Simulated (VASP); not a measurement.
Band structure of GaAs (zinc blende). Level of theory: SCAN meta-GGA, VASP's PBE PAW potentials (set 64) (plane waves; VASP).

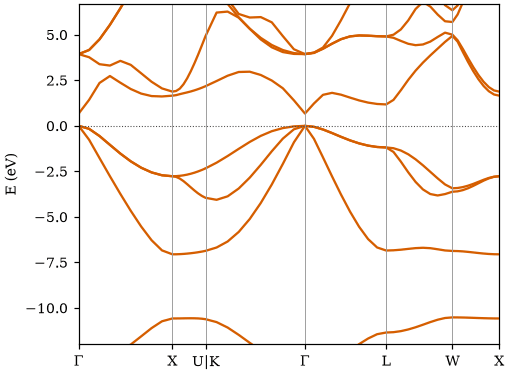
Fig. 1. Bands along high-symmetry lines, zero at the valence-band maximum or, without a gap, the Fermi level

Task: Read the plot: is there a gap, and where are the band edges?

Result: The gap is direct, 0.68 eV, from the valence maximum at Γ to the conduction minimum at Γ.

Measured: gap 1.57 eV (computed value off by -0.89 eV), as given by Wei Chen et al., Physical Review Materials (2018), doi:10.1103/physrevmaterials.2.073803 [zero-point renormalisation of 0.05 eV added back (the table's ZPR column)].

The compound is GaAs in the zinc blende structure. It was relaxed first.
